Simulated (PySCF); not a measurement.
Al(H)(Cl)2(OH2), H₃AlCl₂O, singlet at its CAM-B3LYP/def2-SVP optimised geometry (Å):

```
7

Al    -0.6074    -0.3707     0.0000
H     -1.3540    -1.5553     0.6965
Cl     1.5272    -0.3707     0.0000
Cl    -1.5272     1.5553     0.0000
O     -0.7577    -0.6090    -1.9542
H      0.1343    -0.6697    -2.3385
H     -1.1953     0.1704    -2.3389
```

Calculation: CAM-B3LYP/def2-TZVP run with PySCF. Cells within 0.4 Å of a nucleus heavier than hydrogen are left out (blank, or x).

Map of the electron localisation function on the plane z = 0.0 Å:

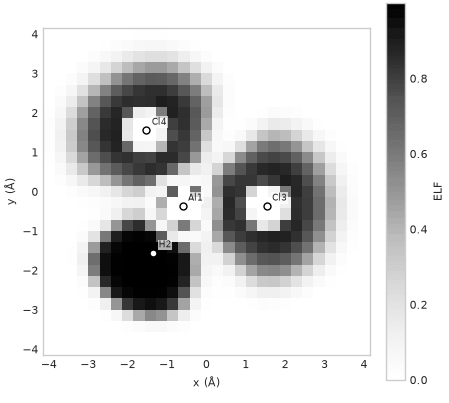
*Electron localisation function on the plane z = 0.0 Å.*
